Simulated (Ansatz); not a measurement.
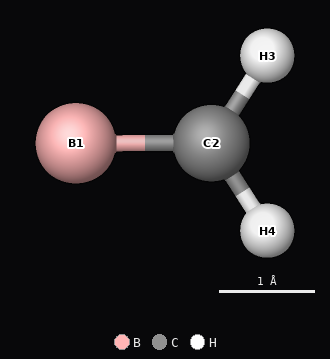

Figure 1. The input geometry (ball-and-stick view, seen at a tilt; atoms are numbered from 1 in the order of the input).

Single-point calculation of CH2B (charge −1)

- system: CH2B, charge −1
- method: RKS PBE0-D4/def2-TZVPPD (Ansatz 0.2.0)

The geometry comes from this level: PBE0-D4/def2-TZVPD.

### Input file
```yaml
crystal:
  periodic: [false, false, false]
  atoms:
    - {symbol: B, position_ang: [-0.036994, -0.544209, 0.113801]}
    - {symbol: C, position_ang: [0.038952, 0.845264, -0.209131]}
    - {symbol: H, position_ang: [0.544581, 1.571267, 0.432727]}
    - {symbol: H, position_ang: [-0.404165, 1.263010, -1.116797]}
basis:
  gaussian: {orbitals: "def2-TZVPPD.json"}
total_charge: -1
hamiltonian: {xc: pbe0, dispersion: d4}
output: {orbitals: {seedname: orbitals}}
```

Machine: 2 threads of Arm Neoverse V2, 23 GiB of memory available, shared host.

Command:
```bash
ansatz run in.yaml --threads 2 --pin off --events-out ev --progress --plain --max-ram 4352MiB
```

### Output
```
Functional definition: PBE0
  name "PBE0"
  cite "Adamo & Barone, J. Chem. Phys. 110, 6158 (1999) doi:10.1063/1.478522"
  cite "Perdew, Burke & Ernzerhof, Phys. Rev. Lett. 77, 3865 (1996) doi:10.1103/PhysRevLett.77.3865"
  parent pbe
  parameter a = 0.25
  parameter kappa = 0.804
  parameter beta = 0.06672455060314922
  exchange = (1 - a)*pbe_x(kappa = kappa, mu = beta*pi^2/3) + a*exact_x
  correlation = pbe_c(beta = beta)
457 factors; their error is unknown
mean field evaluation 1: about -1740.1378 eV, gradient 2.0e1 eV
mean field evaluation 2: about -1739.2415 eV, gradient 2.6e1 eV
mean field evaluation 4: about -1741.2420 eV, gradient 1.3e0 eV
mean field evaluation 8: about -1741.2465 eV, gradient 6.7e-3 eV
mean field -1741.24654408 eV, -63.9896302357 hartree, gradient 8.6e-6 eV, S^2 0.000000; 0 other end points of the search recorded, 0 dependent functions left out
reference -1741.24657417 eV, -63.9896313415 hartree; 7, 7 occupied and 101, 101 virtual orbitals, 457 factors
Total energy: -1741.29398120 eV, -63.9913735176 hartree
```

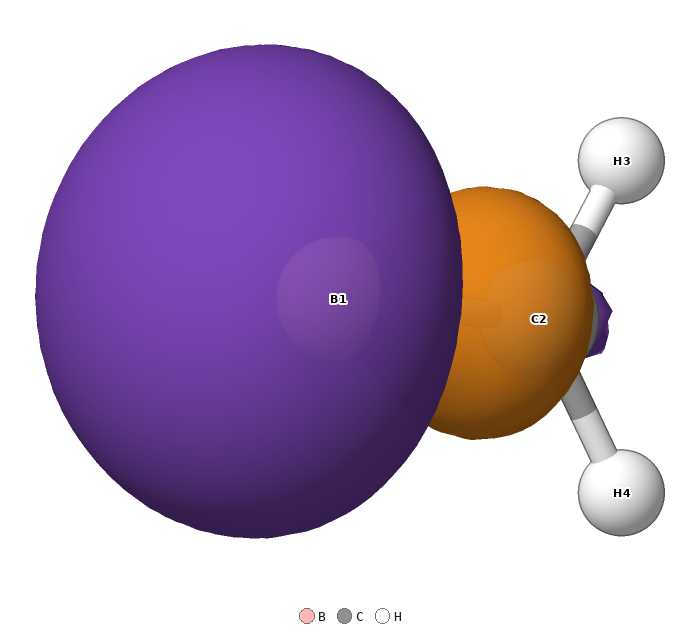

Figure 2. The HOMO at ±0.15 Å⁻³ᐟ² (orange and purple are the two phases), seen at an oblique angle. Its weight (Hirshfeld) is mainly on B1 (85 %) and C2 (10 %); it is symmetric in the molecular plane (σ or in-plane lone-pair type). Its energy is 0.16 eV.

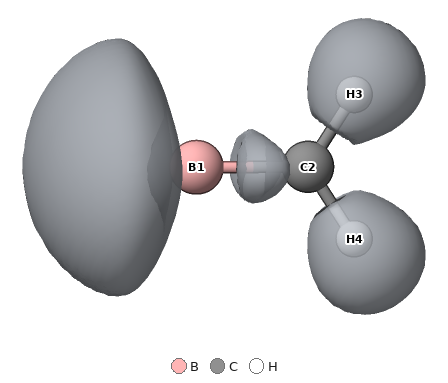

Figure 3. Isosurface of the ELF at 0.85 (grey), seen face on. Core shells and regions of very low density are left out. Along the contacts the grid gives the following. C–B (1.43 Å): the ELF peaks at about 0.95 between the atoms, which marks a covalent bond. C–H (1.09 Å): the ELF climbs to about 1 towards the hydrogen, as it does in any bond to H (a covalent bond by its length).

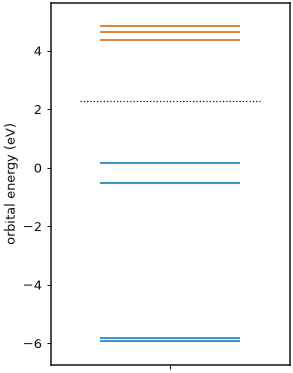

Figure 4. Orbital energies near the frontier; the dotted line parts filled from empty levels, and levels within 0.02 eV of each other stand side by side. Highest filled 0.16 eV, lowest empty 4.38 eV, 4.22 eV apart.

### Results in brief

```json
{"quantity": "outcome", "value": "converged"}
{"quantity": "total energy", "value": "−1741.2940 eV"}
{"quantity": "mean-field energy", "value": "−1741.2466 eV"}
{"quantity": "dispersion energy", "value": "−0.0474 eV"}
{"quantity": "SCF solution under orbital rotations", "value": "stable"}
{"quantity": "HOMO", "value": "0.16 eV"}
{"quantity": "LUMO", "value": "4.38 eV"}
{"quantity": "peak memory", "value": "0.11 GiB"}
```

The highest filled orbital lies above zero: either the extra electron isn't bound at this level, or the self-interaction error of the functional lifts the level.
